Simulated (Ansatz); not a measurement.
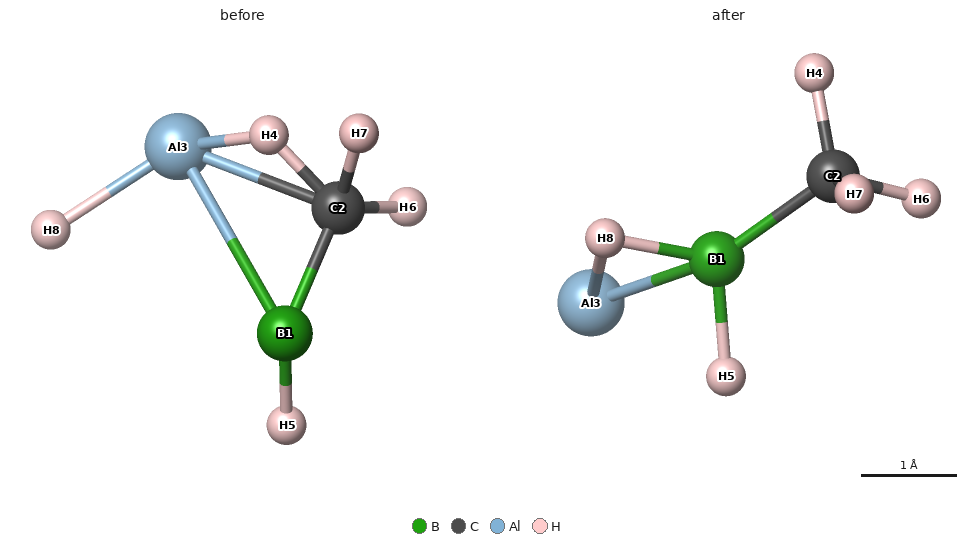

The structure of CH5AlB (multiplicity 2) before (left) and after (right) a relaxation, at one scale.

Style: ball-and-stick. Shown at a tilt.

It is one of the separated reactants of a reaction.

Level of theory: Ansatz 0.2.0, UKS PBE-D4/def2-SVP.

The input:
```yaml
crystal:
  periodic: [false, false, false]
  atoms:
    - {symbol: B, position_ang: [-0.671080, 0.315373, -0.662018]}
    - {symbol: C, position_ang: [0.467305, 0.711317, 0.250319]}
    - {symbol: Al, position_ang: [0.814573, -1.130045, 0.970022]}
    - {symbol: H, position_ang: [1.205916, -0.047643, 0.295416]}
    - {symbol: H, position_ang: [-1.798658, 0.277283, -0.251517]}
    - {symbol: H, position_ang: [0.256792, 1.294577, 1.151294]}
    - {symbol: H, position_ang: [1.430544, 0.995389, -0.182853]}
    - {symbol: H, position_ang: [-0.044793, -2.398558, 0.504629]}
basis:
  gaussian: {orbitals: def2-SVP}
magnetization: {spin_polarized: true, initial_magnetization: 1}
hamiltonian: {xc: pbe, dispersion: d4}
relax: {f_tol: 0.03, max_steps: 250}
```

Command:
```bash
ansatz run in.yaml --threads 2 --pin off --events-out ev --progress --plain --max-ram 4352MiB
```

What changed between the two?

The energy falls by 626.2 kJ/mol in 23 accepted moves (24 points after the start). The largest force component goes from 7.5 to 0.029 eV/Å. The line search rejected the trial step at point 22 of the run. The atom that moves furthest after the best rigid fit is Al3 (2.08 Å). By element the largest moves are Al 2.08 Å, B 1.24 Å, H 1.22 Å, C 0.38 Å. Among the contacts that change: Al3–H4 1.334 → 3.893 Å, B1–H8 3.020 → 1.260 Å, C2–Al3 2.007 → 3.531 Å, B1–Al3 2.638 → 2.108 Å. Bonds break, among them: Al3–H4 (1.33 → 3.89 Å). Among the angles between lasting bonds that change: H4–C2–H7 65.7° → 106.6°, H4–C2–H6 118.7° → 108.0°, B1–C2–H7 119.5° → 110.7°. Groups turn about B1–Al3 by about 55°. Cost: 2.2 min on 2 threads of AMD EPYC 7571 (shared host).
